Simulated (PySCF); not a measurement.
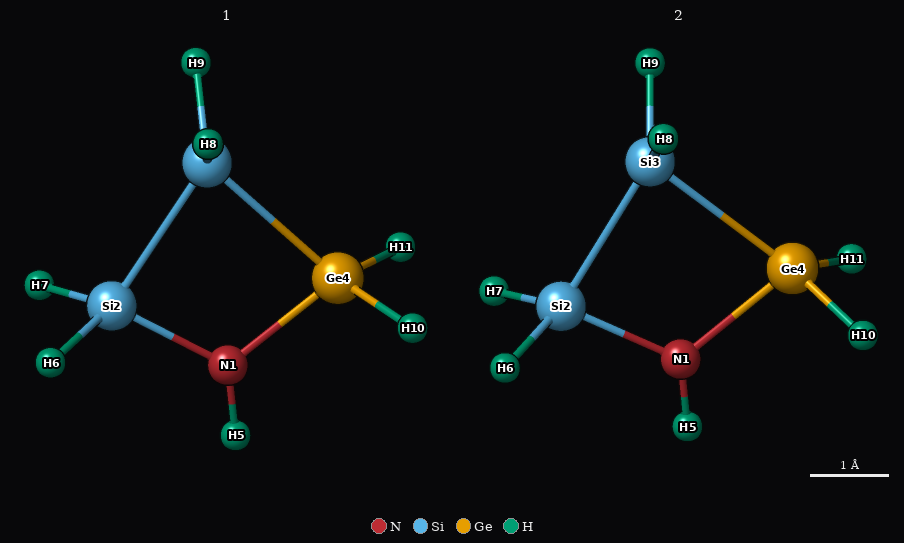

Two geometries of GeSi$_{2}$NH$_{7}$, drawn at one scale. One is the start of a relaxation, the other its converged end. The picture is a ball-and-stick view, seen at a tilt.

The calculation used PySCF, PBE0-D3(BJ)/def2-SVP geometry optimisation, gas phase. 

Question: Which geometry has the lower energy?

Answer: Structure 1 is the relaxed one. The start comes from GFN2-xTB. Its atoms were then displaced at random by about 0.01 Å. The atom that moves furthest after the best rigid fit is H11 (0.15 Å). By element the largest moves are H 0.15 Å, Ge 0.14 Å, Si 0.12 Å, N 0.08 Å. Among the contacts that change: N1–Ge4 1.915 → 1.863 Å, Si3–H9 1.442 → 1.494 Å, Ge4–H11 1.503 → 1.546 Å, Si2–H7 1.461 → 1.500 Å. Bond angles that change, for instance: Si3–Ge4–H10 127.3° → 118.7°, N1–Ge4–H10 103.6° → 112.0°, Ge4–Si3–H8 109.3° → 115.4°. Over 5 geometry steps the energy falls by 37.3 kJ/mol.
